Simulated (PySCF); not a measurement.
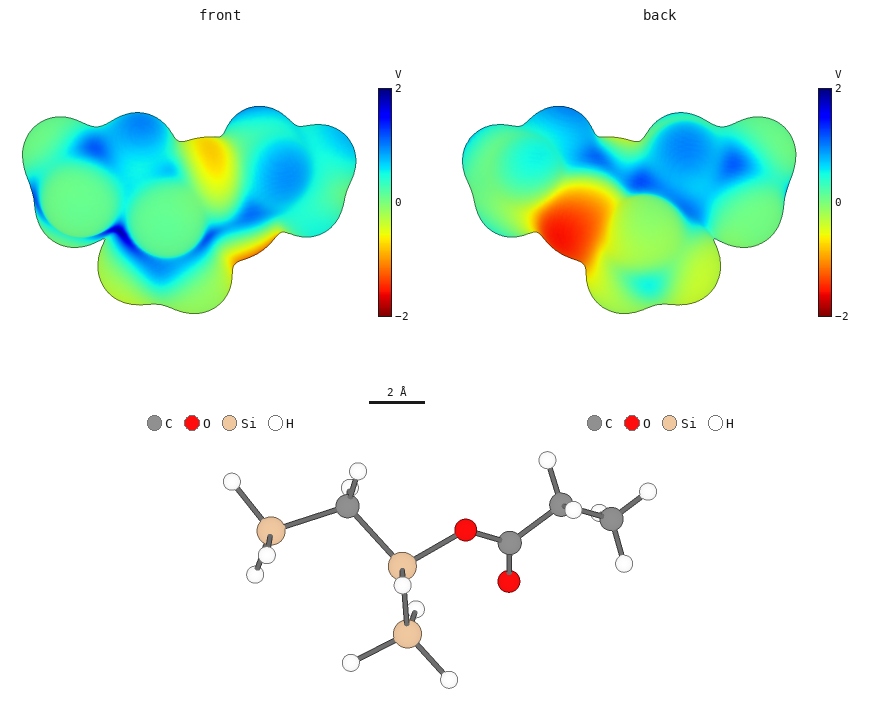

Figure. C₄H₁₄O₂Si₃. The electrostatic potential painted on the density surface at 0.002 e/bohr³, seen from the front and from behind; the colour scale runs from red (negative) to blue (positive). The bare structure is drawn below in the same view.

Geometry: GFN2-xTB.

Theory: PBE0/pcSseg-1, SCF density, gas phase, non-relativistic in PySCF 2.14.0.

```xyz
23

C    -4.0606    0.0376    0.1552
C    -2.7847   -0.1613    0.9600
C    -1.5499    0.2588    0.1955
O    -1.5754    0.7300   -0.9167
O    -0.4420    0.0599    0.8665
Si    1.0993    0.4665    0.2816
Si    0.8526    1.2317   -1.8779
C     2.0806   -1.1379    0.5492
Si    3.9502   -0.9019    0.3488
H    -4.9274   -0.2491    0.7450
H    -4.1610    1.0792   -0.1380
H    -4.0342   -0.5646   -0.7493
H    -2.8094    0.4226    1.8836
H    -2.6568   -1.2083    1.2452
H     1.4642    1.4146    1.3466
H     0.1325    2.4985   -1.9819
H     2.2100    1.5074   -2.3984
H     0.2874    0.2413   -2.7953
H     1.8734   -1.5337    1.5442
H     1.7454   -1.9008   -0.1555
H     4.6347   -2.1703    0.6233
H     4.2438   -0.4697   -1.0175
H     4.4225    0.1080    1.2960
```

Which sites attract a positive test charge, and which a negative one?

Answer. A positive charge is drawn to the negative regions and a negative charge to the positive ones. The most negative region (about −1.5 V) lies over O4, the most positive (about +1.6 V) over Si6 and Si9. O4 is the likeliest acceptor of a hydrogen bond.
